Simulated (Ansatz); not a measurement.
# AlN2H5: geometry relaxation

System: AlN2H5.
Method: RKS PBE0-D4/def2-TZVP (Ansatz 0.2.0).

Figures and captions count atoms from 1; the log counts them from 0 in places.

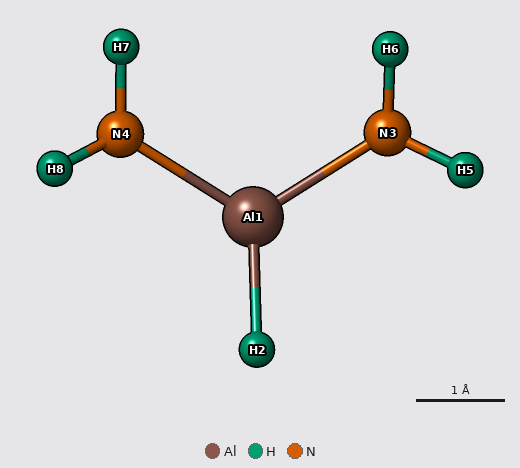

The starting structure (ball-and-stick view, seen at an oblique angle; atoms are numbered from 1 in the order of the input). Sticks mark near contacts. Bond lengths as drawn: Al–H 1.60 Å, Al–N 1.81 to 1.82 Å and H–N 1.01 Å.

### Key numbers

- outcome: converged
- total energy: −9655.2679 eV
- mean-field energy: −9655.1777 eV
- dispersion energy: −0.0902 eV
- SCF solution under orbital rotations: stable
- largest force (length of the vector) at the end: 0.004 eV/Å
- dipole moment: 1.24 D
- hardware: 4 threads of Arm Neoverse V1, 23 GiB of memory available, shared host
- wall time: 9 s (CPU time 32 s)
- peak memory: 0.51 GiB

### Input file
```yaml
crystal:
  periodic: [false, false, false]
  atoms:
    - {symbol: Al, position_ang: [0.077504, -0.029291, 0.643949]}
    - {symbol: H, position_ang: [0.860409, -0.888624, 1.748943]}
    - {symbol: N, position_ang: [0.650043, 1.648813, 0.248013]}
    - {symbol: N, position_ang: [-1.704287, -0.319983, 0.463082]}
    - {symbol: H, position_ang: [1.499775, 2.013019, 0.652221]}
    - {symbol: H, position_ang: [-0.002683, 2.413105, 0.159669]}
    - {symbol: H, position_ang: [-2.345120, 0.410790, 0.193173]}
    - {symbol: H, position_ang: [-2.187270, -0.945214, 1.090016]}
basis:
  gaussian: {orbitals: def2-TZVP}
hamiltonian: {xc: pbe0, dispersion: d4}
relax: {f_tol: 0.005, max_steps: 200}
```

Command:
```bash
ansatz run in.yaml --threads 4 --pin off --events-out ev --progress --plain --max-ram 9574MiB
```

### Log
```
Functional definition: PBE0
  name "PBE0"
  cite "Adamo & Barone, J. Chem. Phys. 110, 6158 (1999) doi:10.1063/1.478522"
  cite "Perdew, Burke & Ernzerhof, Phys. Rev. Lett. 77, 3865 (1996) doi:10.1103/PhysRevLett.77.3865"
  parent pbe
  parameter a = 0.25
  parameter kappa = 0.804
  parameter beta = 0.06672455060314922
  exchange = (1 - a)*pbe_x(kappa = kappa, mu = beta*pi^2/3) + a*exact_x
  correlation = pbe_c(beta = beta)
809 factors; their error is unknown
mean field evaluation 1: about -9641.3386 eV, gradient 8.5e1 eV
mean field evaluation 2: about -9618.6133 eV, gradient 1.2e2 eV
mean field evaluation 4: about -9654.7895 eV, gradient 2.5e0 eV
mean field evaluation 8: about -9654.8197 eV, gradient 2.6e-1 eV
mean field -9654.81975564 eV, -354.8080817481 hartree, gradient 7.2e-5 eV, S^2 0.000000; 0 other end points of the search recorded, 0 dependent functions left out
the calculation of the forces begins
reference -9654.81978717 eV, -354.8080829066 hartree; 16, 16 occupied and 113, 113 virtual orbitals, 809 factors
relax step   1: F+E_penalty+E_count = -9654.90976990 eV  Δ(F+E_penalty+E_count) = +0.000e0 eV  max|allowed force component| = 1.146e0 eV/Å  Δτ_max = 0.0000 Å  (25 SCF iters, accepted)
these checks for a lower state are left out or cut short: starts, cluster_reference, orbital_swaps, neighbouring_geometries, increment
809 factors; their error is unknown
mean field evaluation 16: about -9654.8881 eV, gradient 8.0e0 eV
mean field -9655.05879770 eV, -354.8168663816 hartree, gradient 2.3e-5 eV, S^2 0.000000; 0 other end points of the search recorded, 0 dependent functions left out
the calculation of the forces begins
reference -9655.05882941 eV, -354.8168675469 hartree; 16, 16 occupied and 113, 113 virtual orbitals, 809 factors
relax step   2: F+E_penalty+E_count = -9655.14857821 eV  Δ(F+E_penalty+E_count) = -2.388e-1 eV  max|allowed force component| = 4.064e-1 eV/Å  Δτ_max = 0.1947 Å  (28 SCF iters, accepted)
these checks for a lower state are left out or cut short: starts, cluster_reference, orbital_swaps, neighbouring_geometries, increment
809 factors; their error is unknown
mean field -9655.12680508 eV, -354.8193656068 hartree, gradient 1.5e-5 eV, S^2 0.000000; 0 other end points of the search recorded, 0 dependent functions left out
the calculation of the forces begins
reference -9655.12683671 eV, -354.8193667691 hartree; 16, 16 occupied and 113, 113 virtual orbitals, 809 factors
relax step   3: F+E_penalty+E_count = -9655.21668634 eV  Δ(F+E_penalty+E_count) = -6.811e-2 eV  max|allowed force component| = 3.714e-1 eV/Å  Δτ_max = 0.0850 Å  (28 SCF iters, accepted)
these checks for a lower state are left out or cut short: starts, cluster_reference, orbital_swaps, neighbouring_geometries, increment
809 factors; their error is unknown
mean field evaluation 32: about -9655.1562 eV, gradient 2.8e-1 eV
mean field -9655.15635146 eV, -354.8204514160 hartree, gradient 1.3e-5 eV, S^2 0.000000; 0 other end points of the search recorded, 0 dependent functions left out
the calculation of the forces begins
reference -9655.15638288 eV, -354.8204525708 hartree; 16, 16 occupied and 113, 113 virtual orbitals, 809 factors
relax step   4: F+E_penalty+E_count = -9655.24629616 eV  Δ(F+E_penalty+E_count) = -2.961e-2 eV  max|allowed force component| = 4.437e-1 eV/Å  Δτ_max = 0.0731 Å  (28 SCF iters, accepted)
these checks for a lower state are left out or cut short: starts, cluster_reference, orbital_swaps, neighbouring_geometries, increment
809 factors; their error is unknown
mean field -9655.17553624 eV, -354.8211564439 hartree, gradient 1.3e-5 eV, S^2 0.000000; 0 other end points of the search recorded, 0 dependent functions left out
the calculation of the forces begins
reference -9655.17556761 eV, -354.8211575966 hartree; 16, 16 occupied and 113, 113 virtual orbitals, 809 factors
relax step   5: F+E_penalty+E_count = -9655.26569812 eV  Δ(F+E_penalty+E_count) = -1.940e-2 eV  max|allowed force component| = 1.131e-1 eV/Å  Δτ_max = 0.0827 Å  (28 SCF iters, accepted)
these checks for a lower state are left out or cut short: starts, cluster_reference, orbital_swaps, neighbouring_geometries, increment
809 factors; their error is unknown
mean field -9655.17739579 eV, -354.8212247811 hartree, gradient 1.0e-5 eV, S^2 0.000000; 0 other end points of the search recorded, 0 dependent functions left out
the calculation of the forces begins
reference -9655.17742713 eV, -354.8212259326 hartree; 16, 16 occupied and 113, 113 virtual orbitals, 809 factors
relax step   6: F+E_penalty+E_count = -9655.26758534 eV  Δ(F+E_penalty+E_count) = -1.887e-3 eV  max|allowed force component| = 7.435e-2 eV/Å  Δτ_max = 0.0382 Å  (29 SCF iters, accepted)
these checks for a lower state are left out or cut short: starts, cluster_reference, orbital_swaps, neighbouring_geometries, increment
809 factors; their error is unknown
mean field -9655.17770886 eV, -354.8212362861 hartree, gradient 1.1e-5 eV, S^2 0.000000; 0 other end points of the search recorded, 0 dependent functions left out
the calculation of the forces begins
reference -9655.17774019 eV, -354.8212374375 hartree; 16, 16 occupied and 113, 113 virtual orbitals, 809 factors
relax step   7: F+E_penalty+E_count = -9655.26787400 eV  Δ(F+E_penalty+E_count) = -2.887e-4 eV  max|allowed force component| = 4.160e-3 eV/Å  Δτ_max = 0.0064 Å  (29 SCF iters, accepted)
809 factors; their error is unknown
mean field evaluation 64: about -9655.1641 eV, gradient 2.6e-1 eV
```

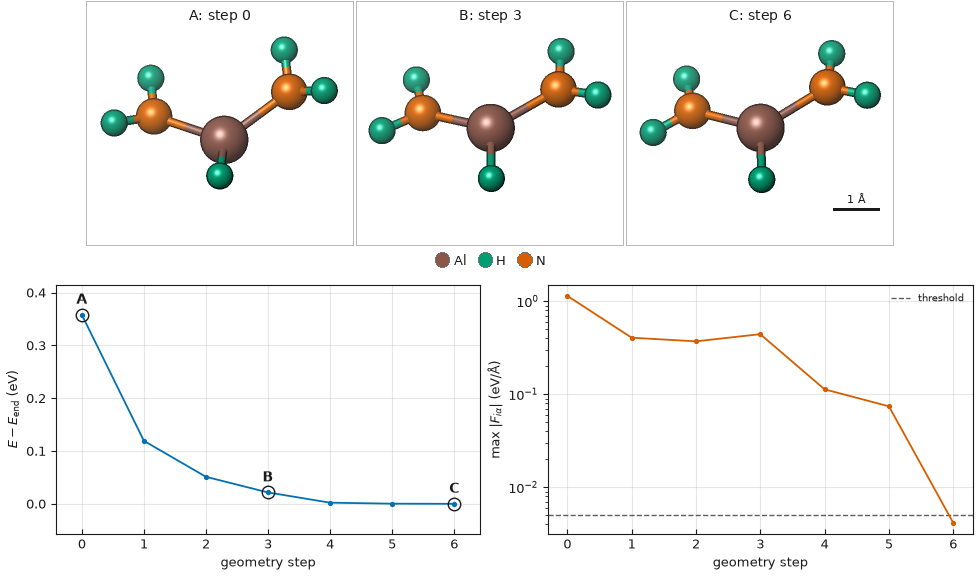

Frames of the relaxation (ball-and-stick view, seen at a tilt) above the curves, on which the letters mark them (the first geometry is step 0 here and step 1 in the log).

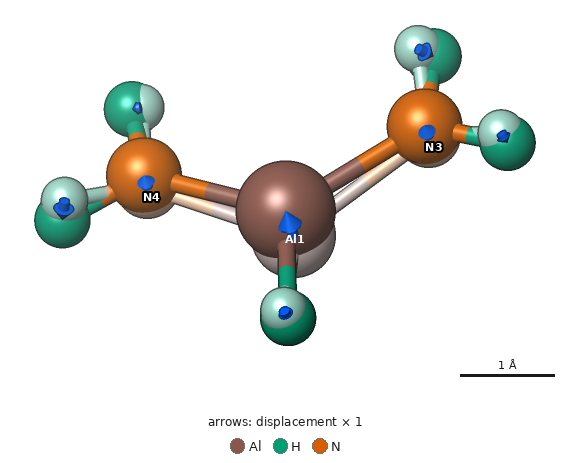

Start (faint) and end (solid) with the displacements as blue arrows, at true length (ball-and-stick view, seen at a tilt). The two geometries are laid on each other by the best rigid fit. Al1 moves most after the best rigid fit: 0.34 Å. Largest moves by element: Al 0.34 Å, H 0.26 Å, N 0.19 Å. Distances before and after: Al1–N3 1.817 → 1.769 Å, Al1–N4 1.814 → 1.769 Å, Al1–H2 1.604 → 1.580 Å. Among the angles that change: Al1–N3–H6 121.0° → 126.4°, N3–Al1–N4 115.8° → 120.3°, Al1–N4–H7 122.3° → 126.4°. The energy falls by 0.358 eV in 6 geometry steps. The largest force component goes from 1.1 to 0.0042 eV/Å. (Atoms are counted from 1 in the order of the input.)

```
mean field -9655.17770886 eV, -354.8212362861 hartree, gradient 4.4e-5 eV, S^2 0.000000; 1 other end points of the search recorded, 0 dependent functions left out
the calculation of the forces begins
reference -9655.17774019 eV, -354.8212374375 hartree; 16, 16 occupied and 113, 113 virtual orbitals, 809 factors
Total energy: -9655.26790534 eV, -354.8245509455 hartree
Atom 0 at    -0.039255     0.135881     0.918112 Å, force     0.001655    -0.001923     0.001797 eV/Å
Atom 1 at     0.895635    -0.923283     1.625346 Å, force     0.001131    -0.001378     0.000680 eV/Å
Atom 2 at     0.621797     1.699232     0.419944 Å, force     0.002054     0.003594    -0.001156 eV/Å
Atom 3 at    -1.741780    -0.247377     0.628721 Å, force    -0.004160    -0.001434    -0.000663 eV/Å
Atom 4 at     1.582407     1.965808     0.559513 Å, force    -0.000655     0.001082    -0.000151 eV/Å
Atom 5 at     0.118934     2.443754    -0.033600 Å, force     0.001315     0.000141    -0.000417 eV/Å
Atom 6 at    -2.421910     0.348849     0.187336 Å, force    -0.000985    -0.000783     0.000737 eV/Å
Atom 7 at    -2.167458    -1.120250     0.893695 Å, force    -0.000355     0.000702    -0.000827 eV/Å
Dipole moment:    -0.152578     0.172855    -0.115533 e Å
```

### Trajectory as extended XYZ (Å, eV, eV/Å), 7 frames, from step=1 to step=7
```
8
Properties=species:S:1:pos:R:3:forces:R:3 step=1 energy=-9654.90977
Al    0.0775   -0.0293    0.6439   -0.9081   1.1455   0.9446
H     0.8604   -0.8886    1.7489    0.0826  -0.1263  -0.6036
N     0.6500    1.6488    0.2480   -0.0901  -0.7138   0.2110
N    -1.7043   -0.3200    0.4631    0.7110   0.1063   0.0758
H     1.4998    2.0130    0.6522    0.0887  -0.1195  -0.1327
H    -0.0027    2.4131    0.1597   -0.0474  -0.0959  -0.2045
H    -2.3451    0.4108    0.1932    0.0758  -0.0284  -0.1765
H    -2.1873   -0.9452    1.0900    0.0875  -0.1678  -0.1141
8
Properties=species:S:1:pos:R:3:forces:R:3 step=2 energy=-9655.14858
Al    0.0208    0.0558    0.8096   -0.3108   0.3736   0.1337
H     0.9075   -0.9458    1.6932   -0.1117   0.1264  -0.3211
N     0.6508    1.6530    0.2641   -0.1768  -0.3607   0.3810
N    -1.7091   -0.3140    0.4789    0.4064   0.1459   0.3182
H     1.5241    2.0149    0.6190    0.0149  -0.0694  -0.1198
H     0.0191    2.4279    0.1155    0.0650  -0.0879  -0.1437
H    -2.3596    0.3917    0.1654    0.0573  -0.0733  -0.0917
H    -2.2053   -0.9809    1.0534    0.0558  -0.0544  -0.1566
8
Properties=species:S:1:pos:R:3:forces:R:3 step=3 energy=-9655.21669
Al   -0.0151    0.1030    0.8511   -0.3165   0.3714  -0.1253
H     0.8671   -0.8987    1.6494    0.2389  -0.2645   0.0927
N     0.6555    1.6656    0.3135   -0.0175  -0.0268   0.2498
N    -1.7188   -0.3058    0.5271    0.0315   0.0966   0.2049
H     1.5757    1.9859    0.5875   -0.1630  -0.1114  -0.1074
H     0.0793    2.4631    0.0893    0.0631  -0.0539  -0.1128
H    -2.4017    0.3444    0.1678    0.0499  -0.0783  -0.0515
H    -2.1936   -1.0549    1.0133    0.1136   0.0669  -0.1503
8
Properties=species:S:1:pos:R:3:forces:R:3 step=4 energy=-9655.24630
Al   -0.0387    0.1365    0.9078   -0.0707   0.0877  -0.1649
H     0.8748   -0.9079    1.6264    0.1499  -0.1619   0.1204
N     0.6475    1.6765    0.3616   -0.0271   0.4437   0.0429
N    -1.7273   -0.2795    0.5738   -0.4118  -0.2189   0.2117
H     1.5942    1.9754    0.5645   -0.2525  -0.1370  -0.0653
H     0.1076    2.4724    0.0358    0.2015  -0.3056   0.0483
H    -2.4228    0.3325    0.1702    0.1282  -0.1002   0.0262
H    -2.1870   -1.1033    0.9589    0.2824   0.3921  -0.2193
8
Properties=species:S:1:pos:R:3:forces:R:3 step=5 energy=-9655.26570
Al   -0.0350    0.1296    0.9085   -0.0638   0.0750  -0.0232
H     0.9024   -0.9325    1.6046    0.0100  -0.0080   0.0188
N     0.6193    1.7013    0.4191   -0.0149  -0.1131   0.0337
N    -1.7430   -0.2460    0.6281    0.1115   0.0066   0.0140
H     1.5748    1.9703    0.5862   -0.0060   0.0434  -0.0422
H     0.1159    2.4414   -0.0404    0.0335   0.0195   0.0129
H    -2.4122    0.3410    0.1590   -0.0289  -0.0236   0.0251
H    -2.1738   -1.1026    0.9339   -0.0415   0.0003  -0.0391
8
Properties=species:S:1:pos:R:3:forces:R:3 step=6 energy=-9655.26758
Al   -0.0407    0.1374    0.9155    0.0657  -0.0743   0.0509
H     0.8964   -0.9246    1.6223   -0.0213   0.0243  -0.0138
N     0.6224    1.6984    0.4202   -0.0020   0.0482  -0.0215
N    -1.7410   -0.2482    0.6287   -0.0492   0.0101  -0.0178
H     1.5812    1.9680    0.5626    0.0242  -0.0078   0.0071
H     0.1206    2.4432   -0.0337   -0.0135   0.0098  -0.0072
H    -2.4208    0.3458    0.1844   -0.0084   0.0149  -0.0057
H    -2.1697   -1.1174    0.8990    0.0044  -0.0251   0.0078
8
Properties=species:S:1:pos:R:3:forces:R:3 step=7 energy=-9655.26787
Al   -0.0393    0.1359    0.9181    0.0017  -0.0019   0.0018
H     0.8956   -0.9233    1.6253    0.0011  -0.0014   0.0007
N     0.6218    1.6992    0.4199    0.0021   0.0036  -0.0012
N    -1.7418   -0.2474    0.6287   -0.0042  -0.0014  -0.0007
H     1.5824    1.9658    0.5595   -0.0007   0.0011  -0.0002
H     0.1189    2.4438   -0.0336    0.0013   0.0001  -0.0004
H    -2.4219    0.3488    0.1873   -0.0010  -0.0008   0.0007
H    -2.1675   -1.1202    0.8937   -0.0004   0.0007  -0.0008
```
